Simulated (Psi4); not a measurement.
# WH2O4 (tungstic acid): wB97M-V/def2-SVP (core potential)

Aim: the vertical ionisation energy of WH2O4 (tungstic acid) at wB97M-V/def2-SVP (core potential), from 2 runs. 

The calculation is run with Psi4 1.11.

2 further runs of the same task are left out: 2 set aside as unsound or not needed.

### Step 1. The system as given

WH2O4 has 7 atoms, charge 0, and is taken as a singlet. As SMILES, `[O]=[W](=[O])([OH])[OH]`. The shape is that of a PBE0-D4/def2-TZVP optimisation. This is one conformer, not always the lowest.

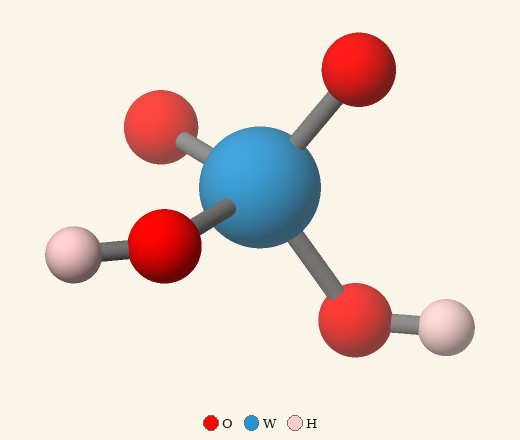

The structure, seen from a chosen angle (oxygen red, tungsten blue, hydrogen pink).

### Step 2. The energy at wB97M-V/def2-SVP (core potential)

h2o4w.json

```json
{
  "schema_name": "qcschema_input",
  "schema_version": 1,
  "molecule": {
    "schema_name": "qcschema_molecule",
    "schema_version": 2,
    "symbols": ["O", "W", "O", "O", "O", "H", "H"],
    "geometry": [-2.65599117, 2.49526996, 0.19173161, -0.14070901, 0.49697907, 0.42212702, 1.58464874, 1.29017272, 3.02344842, -1.28310514, -2.84934795, 0.78897955, 1.85365125, 0.8335204, -2.50137378, -3.00266143, -3.38886476, 0.58562613, 3.64414786, 1.12225165, -2.51055785],
    "molecular_charge": 0,
    "molecular_multiplicity": 1,
    "fix_symmetry": "c1"
  },
  "driver": "energy",
  "model": {
    "method": "wb97m-v",
    "basis": "def2-SVP"
  },
  "keywords": {
    "reference": "rks",
    "puream": true,
    "e_convergence": 1e-09,
    "d_convergence": 1e-08,
    "scf_type": "pk",
    "dft_radial_points": 99,
    "dft_spherical_points": 590
  }
}
```

On the command line:

```
$ psi4 --qcschema h2o4w.json -n 1 --memory 2200MB
```

stdout:

```text
[...]
    !!!  WARNING: ECP capability is in beta. Please check occupations closely.  !!!
[...]
  Running in c1 symmetry.
[...]
  Nuclear repulsion =  223.985925013187341
[...]
  Multiplicity = 1
[...]
  Nalpha       = 24
  Nbeta        = 24
[...]
    Number of basis functions: 98
[...]
   @RKS iter   1:  -368.06521578510768   -9.79822e-01   1.47941e-02 ADIIS/DIIS
[...]
   @RKS iter  15:  -368.95368949385733   -2.08615e-11   5.41537e-09 DIIS
[...]
    Orbital Energies [Eh]
    ---------------------
    Doubly Occupied:
       1A    -19.387261     2A    -19.387214     3A    -19.358368
       4A    -19.358323     5A     -3.216079     6A     -1.867644
       7A     -1.862405     8A     -1.856291     9A     -1.137302
      10A     -1.127491    11A     -1.042115    12A     -1.025873
      13A     -0.661546    14A     -0.661511    15A     -0.547615
      16A     -0.543898    17A     -0.542681    18A     -0.521657
      19A     -0.487629    20A     -0.467931    21A     -0.460500
      22A     -0.443894    23A     -0.437944    24A     -0.413308
[...]
  @RKS Final Energy:  -368.95368949385733
   => Energetics <=
    Nuclear Repulsion Energy =            223.9859250131873409
    One-Electron Energy =                -973.5908068288752020
    Two-Electron Energy =                 410.6318731553309931
    DFT Exchange-Correlation Energy =     -30.1679776845892142
    Empirical Dispersion Energy =           0.0000000000000000
    VV10 Nonlocal Energy =                  0.1872968510887204
    Total Energy =                       -368.9536894938573255
[...]
 Multipole Moments:
 ------------------------------------------------------------------------------------
     Multipole            Electronic (a.u.)      Nuclear  (a.u.)        Total (a.u.)
 ------------------------------------------------------------------------------------
 L = 1.  Multiply by 2.5417464519 to convert [e a0] to [Debye]
 Dipole X            :         -0.7997570            1.0500331            0.2502761
 Dipole Y            :          2.8206776           -3.7053642           -0.8846866
 Dipole Z            :          2.3973456           -3.1485245           -0.7511789
 Magnitude           :                                                    1.1872566
[...]
```

The result, in JSON:

```text
{
 "driver": "energy",
 "model": {
  "method": "wb97m-v",
  "basis": "def2-SVP"
 },
 "success": true,
 "return_result": -368.9536894938573,
 "properties": {
  "calcinfo_nbasis": 98,
  "calcinfo_nmo": 98,
  "calcinfo_nalpha": 24,
  "calcinfo_nbeta": 24,
  "calcinfo_natom": 7,
  "nuclear_repulsion_energy": 223.98592501318734,
  "return_energy": -368.9536894938573,
  "scf_one_electron_energy": -973.5908068288752,
  "scf_two_electron_energy": 410.631873155331,
  "scf_vv10_energy": 0.1872968510887204,
  "scf_xc_energy": -30.167977684589214,
  "scf_dipole_moment": [0.2502761377682119, -0.8846866179771364, -0.7511788876798655],
  "scf_total_energy": -368.9536894938573,
  "scf_iterations": 15
 }
}
```

It took 84 s on 1 thread of AMD EPYC 9R45 (Zen 5), shared host; peak memory 1.2 GiB.

### Step 3. The doublet cation, same level

h2o4w.py

```python
import psi4

psi4.set_memory('2200 MB')
psi4.set_num_threads(1)
psi4.core.set_output_file('output.dat', False)

molecule = psi4.geometry("""
1 2
O     -2.65599117     2.49526996     0.19173161
W     -0.14070901     0.49697907     0.42212702
O      1.58464874     1.29017272     3.02344842
O     -1.28310514    -2.84934795     0.78897955
O      1.85365125     0.83352040    -2.50137378
H     -3.00266143    -3.38886476     0.58562613
H      3.64414786     1.12225165    -2.51055785
units bohr
symmetry c1
""")

psi4.set_options({
    'reference': 'uks',
    'puream': True,
    'e_convergence': 1e-09,
    'd_convergence': 1e-08,
    'scf_type': 'pk',
    'dft_radial_points': 99,
    'dft_spherical_points': 590,
    'maxiter': 100,
})

E = psi4.energy('wb97m-v/def2-SVP')
print('E =', round(E, 9))
for k, v in sorted(psi4.core.scalar_variables().items()):
    print(f'{k:45s} {v:18.10f}')
```

On the command line:

```
$ python h2o4w.py
```

output.dat:

```text
[...]
    !!!  WARNING: ECP capability is in beta. Please check occupations closely.  !!!
[...]
  Running in c1 symmetry.
[...]
  Nuclear repulsion =  223.985925013187341
[...]
  Multiplicity = 2
[...]
  Nalpha       = 24
  Nbeta        = 23
[...]
    Number of basis functions: 98
[...]
   @UKS iter   1:  -367.81913573040453   -7.33742e-01   1.27577e-02 ADIIS/DIIS
[...]
   @UKS iter  29:  -368.54083037223376   -6.59384e-12   8.81329e-09 DIIS
[...]
   @S^2 Observed:                8.062277812E-01
[...]
    Orbital Energies [Eh]
    ---------------------
    Alpha Occupied:
       1A    -19.684672     2A    -19.684622     3A    -19.609102
       4A    -19.609054     5A     -3.478173     6A     -2.136648
       7A     -2.121087     8A     -2.112620     9A     -1.369691
      10A     -1.344766    11A     -1.343921    12A     -1.341930
      13A     -0.884429    14A     -0.882891    15A     -0.848104
      16A     -0.818278    17A     -0.802666    18A     -0.789161
      19A     -0.760997    20A     -0.757798    21A     -0.723588
      22A     -0.697513    23A     -0.692728    24A     -0.674177
    Alpha Virtual:
      25A     -0.232734    26A     -0.221266    27A     -0.173891
[...]
  @UKS Final Energy:  -368.54083037223376
   => Energetics <=
    Nuclear Repulsion Energy =            223.9859250131873409
    One-Electron Energy =                -961.2070242644331302
    Two-Electron Energy =                 398.4552675382785765
    DFT Exchange-Correlation Energy =     -29.9598364969716400
    Empirical Dispersion Energy =           0.0000000000000000
    VV10 Nonlocal Energy =                  0.1848378377050552
    Total Energy =                       -368.5408303722337564
[...]
 Multipole Moments:
 ------------------------------------------------------------------------------------
     Multipole            Electronic (a.u.)      Nuclear  (a.u.)        Total (a.u.)
 ------------------------------------------------------------------------------------
 L = 1.  Multiply by 2.5417464519 to convert [e a0] to [Debye]
 Dipole X            :         -0.9555237            1.0500331            0.0945095
 Dipole Y            :          3.3711273           -3.7053642           -0.3342369
 Dipole Z            :          2.8648635           -3.1485245           -0.2836609
 Magnitude           :                                                    0.4484528
[...]
```

On the terminal:

```text
E = -368.540830372
CURRENT ENERGY                                   -368.5408303722
CURRENT REFERENCE ENERGY                         -368.5408303722
DD SOLVATION ENERGY                                 0.0000000000
DFT FUNCTIONAL TOTAL ENERGY                      -368.5408303722
DFT TOTAL ENERGY                                 -368.5408303722
DFT VV10 ENERGY                                     0.1848378377
DFT XC ENERGY                                     -29.9598364970
GRID ELECTRONS ALPHA                               24.0000001911
GRID ELECTRONS BETA                                23.0000000180
GRID ELECTRONS TOTAL                               47.0000002091
NUCLEAR REPULSION ENERGY                          223.9859250132
ONE-ELECTRON ENERGY                              -961.2070242644
PCM POLARIZATION ENERGY                             0.0000000000
PE ENERGY                                           0.0000000000
SCF ITERATION ENERGY                             -368.5408303722
SCF ITERATIONS                                     29.0000000000
SCF TOTAL ENERGY                                 -368.5408303722
TWO-ELECTRON ENERGY                               398.4552675383
XC GRID RADIAL POINTS                              99.0000000000
XC GRID SPHERICAL POINTS                          590.0000000000
XC GRID TOTAL POINTS                           392981.0000000000
```

It took 3 min on 1 thread of AMD EPYC 9R45 (Zen 5), shared host; peak memory 1.2 GiB.

### Step 4. Results

Level: wB97M-V/def2-SVP (core potential).

| quantity | value |
| --- | --- |
| singlet WH2O4: total energy | -368.95369 Eh |
| singlet WH2O4: dipole moment | 3.02 D |
| singlet WH2O4: HOMO energy | -11.25 eV |
| singlet WH2O4: LUMO energy | 0.70 eV |
| singlet WH2O4: HOMO–LUMO gap | 11.95 eV |
| doublet cation: total energy | -368.54083 Eh |
| doublet cation: HOMO energy (highest over α and β) | -18.35 eV |
| doublet cation: LUMO energy (lowest over α and β) | -11.18 eV |
| doublet cation: ⟨S²⟩ | 0.806 |
| vertical ionisation energy (to the doublet cation) | 11.234 eV |

**Reading.** Removing an electron at fixed nuclei costs 11.23 eV (259 kcal/mol). The negative HOMO energy of the first species, 11.25 eV, lies 0.01 eV above that difference.
